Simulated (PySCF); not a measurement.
**C$_{2}$H$_{9}$OPSi$_{2}$: one change and its effect**

System: C$_{2}$H$_{9}$OPSi$_{2}$, SMILES C=CO[SiH2]P[SiH3].
Method of run 1: GIAO PBE0/pcSseg-1 NMR shielding, non-relativistic, gas phase (PySCF 2.14.0).

The geometry comes from this level: GFN2-xTB. Text and figures count atoms from 1; the logs count them from 0 in places.

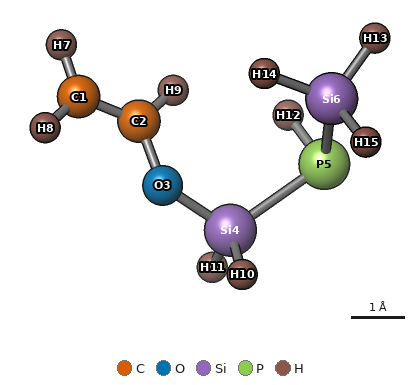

The structure as given in the input (ball-and-stick view, seen at a tilt; atoms are numbered from 1 in the order of the input). Bond lengths as drawn: C–C 1.32 Å, C–H 1.07 to 1.09 Å, C–O 1.35 Å, H–P 1.38 Å, H–Si 1.45 to 1.47 Å, O–Si 1.63 Å and P–Si 2.23 to 2.24 Å.

Input, run 1:
```
{"job": {"kind": "nmr", "xc": "PBE0", "basis": "pcSseg-1", "pop": false}, "charge": 0, "multiplicity": 1}
C     -2.279252     1.128270     1.227451
C     -1.476893     0.532055     0.364175
O     -1.106203    -0.757431     0.488520
Si    -0.252759    -1.751081    -0.480709
P      1.357400    -0.712373    -1.646586
Si     2.395599     0.430673    -0.037744
H     -2.547460     2.160583     1.108472
H     -2.685901     0.596021     2.068526
H     -1.060949     1.056441    -0.492149
H      0.304600    -2.666561     0.501266
H     -1.156778    -2.357950    -1.457999
H      0.557984     0.333923    -2.064686
H      3.156733     1.483684    -0.709972
H      1.502443     1.050775     0.946829
H      3.280541    -0.518745     0.634433
```

The first line tells a small driver script what to run in PySCF; the rest is the geometry in Å.

Command:
```bash
OMP_NUM_THREADS=1 python <driver script> task.json out
```

Hardware: 1 CPU thread, shared host.

Output (run 1):
```
coarse grid: 13712 points
cycle   1  E = -1076.4621885113  dE =  5.303e-01  |g| = 6.356e-01  |ddm| = 3.483e+00
cycle   2  E = -1076.3762236242  dE =  8.596e-02  |g| = 9.367e-01  |ddm| = 1.281e+00
cycle   3  E = -1076.5371463539  dE = -1.609e-01  |g| = 1.068e-01  |ddm| = 8.565e-01
cycle   4  E = -1076.5390086000  dE = -1.862e-03  |g| = 4.908e-02  |ddm| = 1.251e-01
cycle   5  E = -1076.5395769704  dE = -5.684e-04  |g| = 1.491e-02  |ddm| = 4.978e-02
cycle   6  E = -1076.5396316481  dE = -5.468e-05  |g| = 3.206e-03  |ddm| = 1.461e-02
cycle   7  E = -1076.5396339657  dE = -2.318e-06  |g| = 3.366e-04  |ddm| = 3.167e-03
final grid: 117752 points
cycle   8  E = -1076.5849170175  dE = -2.244e-05  |g| = 8.518e-03  |ddm| = 3.026e-02
cycle   9  E = -1076.5849008001  dE =  1.622e-05  |g| = 1.276e-02  |ddm| = 1.342e-02
cycle  10  E = -1076.5849298682  dE = -2.907e-05  |g| = 1.446e-03  |ddm| = 8.858e-03
cycle  11  E = -1076.5849303600  dE = -4.917e-07  |g| = 2.387e-04  |ddm| = 1.514e-03
cycle  12  E = -1076.5849303712  dE = -1.119e-08  |g| = 1.056e-04  |ddm| = 2.596e-04
cycle  13  E = -1076.5849303739  dE = -2.731e-09  |g| = 2.150e-05  |ddm| = 1.005e-04
cycle  14  E = -1076.5849303740  dE = -1.207e-10  |g| = 3.611e-06  |ddm| = 2.859e-05
converged SCF energy = -1076.5849303740

GIAO shielding tensors (ppm)
atom      isotropic    diamagn.    paramagn.     s11        s22        s33       span
  0 C       86.167     254.678    -168.511    -19.625    115.570    162.557    182.181
  1 C       36.763     255.722    -218.959    -75.101     71.656    113.734    188.835
  2 O      223.386     398.893    -175.507    132.125    216.843    321.188    189.064
  3 Si     364.497     880.571    -516.074    291.914    364.569    437.008    145.095
  4 P      644.598     970.841    -326.243    590.487    655.363    687.943     97.457
  5 Si     436.430     881.144    -444.714    409.564    432.655    467.070     57.506
  6 H       27.200      30.025      -2.825     24.735     26.101     30.765      6.029
  7 H       26.810      30.391      -3.582     23.682     25.150     31.597      7.915
  8 H       25.238      33.962      -8.724     21.710     23.265     30.738      9.027
  9 H       26.421      30.038      -3.617     22.470     25.073     31.719      9.249
 10 H       26.067      28.825      -2.758     21.479     24.968     31.755     10.275
 11 H       30.799      33.822      -3.023     25.909     27.293     39.195     13.287
 12 H       27.625      29.388      -1.763     23.859     25.154     33.862     10.004
 13 H       27.313      30.697      -3.384     22.367     27.430     32.142      9.775
 14 H       27.700      29.741      -2.040     24.271     25.092     33.738      9.467
```

For run 2 the input was changed thus:
```diff
-"xc": "PBE0"
+"xc": "B97-D"
```

What does this change do to the results?

The total energies belong to different methods, so their difference says nothing on which is more stable or more accurate. The HOMO goes from −6.96 to −5.73 eV. The LUMO goes from −0.04 to −0.70 eV. The dipole moment goes from 0.68 to 0.60 D. Of all shieldings, the largest change is that of P5, by −24.4 ppm. The functional changes from PBE0 to B97-D. Exact exchange removes part of the self-interaction error of semilocal functionals, which pushes filled and empty levels apart. The SCF takes 16 iterations against 14.

Output (run 2):
```
coarse grid: 13712 points
cycle   1  E = -1076.8590096711  dE =  4.708e-01  |g| = 7.826e-01  |ddm| = 3.558e+00
cycle   2  E = -1076.4713988003  dE =  3.876e-01  |g| = 1.585e+00  |ddm| = 2.374e+00
cycle   3  E = -1076.9674425912  dE = -4.960e-01  |g| = 2.421e-01  |ddm| = 1.956e+00
cycle   4  E = -1076.9768473872  dE = -9.405e-03  |g| = 1.398e-01  |ddm| = 3.494e-01
cycle   5  E = -1076.9816328003  dE = -4.785e-03  |g| = 4.850e-02  |ddm| = 1.544e-01
cycle   6  E = -1076.9822685354  dE = -6.357e-04  |g| = 1.084e-02  |ddm| = 5.634e-02
cycle   7  E = -1076.9822998070  dE = -3.127e-05  |g| = 2.157e-03  |ddm| = 1.403e-02
cycle   8  E = -1076.9823011031  dE = -1.296e-06  |g| = 6.643e-04  |ddm| = 3.891e-03
final grid: 117752 points
cycle   9  E = -1077.0219041289  dE = -8.300e-05  |g| = 8.492e-03  |ddm| = 4.052e-02
cycle  10  E = -1077.0218997032  dE =  4.426e-06  |g| = 7.418e-03  |ddm| = 1.167e-02
cycle  11  E = -1077.0219114364  dE = -1.173e-05  |g| = 2.291e-03  |ddm| = 8.806e-03
cycle  12  E = -1077.0219127185  dE = -1.282e-06  |g| = 5.353e-04  |ddm| = 2.554e-03
cycle  13  E = -1077.0219127939  dE = -7.544e-08  |g| = 1.095e-04  |ddm| = 5.285e-04
cycle  14  E = -1077.0219127959  dE = -1.971e-09  |g| = 7.262e-05  |ddm| = 1.567e-04
cycle  15  E = -1077.0219127969  dE = -1.065e-09  |g| = 1.634e-05  |ddm| = 6.731e-05
cycle  16  E = -1077.0219127970  dE = -6.594e-11  |g| = 3.102e-06  |ddm| = 2.329e-05
converged SCF energy = -1077.0219127970

GIAO shielding tensors (ppm)
atom      isotropic    diamagn.    paramagn.     s11        s22        s33       span
  0 C       87.162     254.109    -166.947    -10.073    114.275    157.285    167.357
  1 C       37.517     255.848    -218.331    -64.020     68.938    107.634    171.653
  2 O      211.327     399.205    -187.879    118.396    204.610    310.974    192.578
  3 Si     364.280     881.738    -517.458    291.288    368.475    433.077    141.790
  4 P      620.184     971.579    -351.395    565.891    635.954    658.708     92.817
  5 Si     429.159     882.073    -452.914    401.344    423.871    462.261     60.918
  6 H       27.511      30.424      -2.913     25.181     26.498     30.855      5.673
  7 H       27.123      30.794      -3.672     24.140     25.642     31.586      7.447
  8 H       25.289      34.706      -9.418     21.874     23.513     30.480      8.606
  9 H       26.616      30.492      -3.876     22.713     25.329     31.806      9.093
 10 H       26.179      29.160      -2.982     21.641     25.153     31.741     10.100
 11 H       30.865      34.214      -3.349     26.209     27.614     38.771     12.562
 12 H       27.827      29.757      -1.930     24.237     25.459     33.785      9.548
 13 H       27.439      31.487      -4.048     22.663     27.550     32.103      9.440
 14 H       27.924      30.161      -2.237     24.688     25.404     33.679      8.991
```

The two runs side by side:

| quantity | run 1 | run 2 |
| --- | --- | --- |
| outcome | converged | converged |
| total energy (hartree) | −1076.584930 | −1077.021913 |
| HOMO (eV) | −6.96 | −5.73 |
| LUMO (eV) | −0.04 | −0.70 |
| dipole moment (D) | 0.68 | 0.60 |
| shielding of C1 (ppm) | 86.2 | 87.2 |
| shielding of C2 (ppm) | 36.8 | 37.5 |
| shielding of O3 (ppm) | 223.4 | 211.3 |
| shielding of P5 (ppm) | 644.6 | 620.2 |
| shielding of Si6 (ppm) | 436.4 | 429.2 |
| shielding of H7 (ppm) | 27.2 | 27.5 |
| shielding of H8 (ppm) | 26.8 | 27.1 |
| SCF iterations | 14 | 16 |
| basis functions | 168 | 168 |
| wall time (shared host) | 14 s | 22 s |
